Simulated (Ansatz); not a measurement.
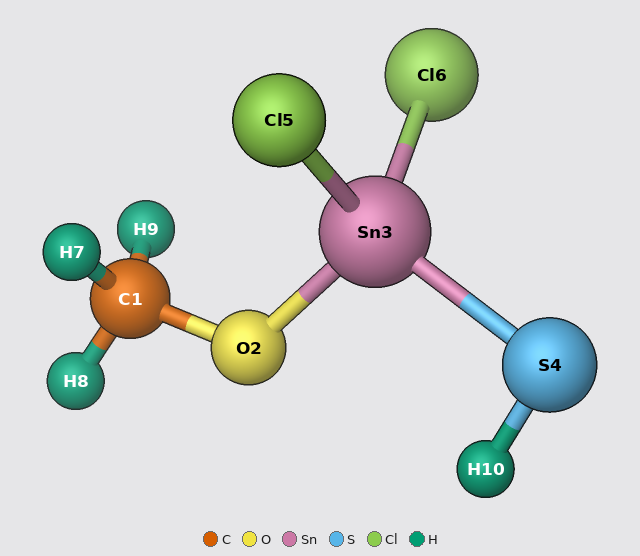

Atoms carry their numbers in the input. The geometry was computed by an optimisation with PBE0-D4/def2-TZVP. No frequency run is at hand to confirm it as a minimum.

Which atoms are bonded, and how long are the bonds?

```tsv
bond	length (Å)
C1–O2	1.415
C1–H7	1.096
C1–H8	1.092
C1–H9	1.096
O2–Sn3	1.938
Sn3–S4	2.360
Sn3–Cl5	2.309
Sn3–Cl6	2.309
S4–H10	1.347
```
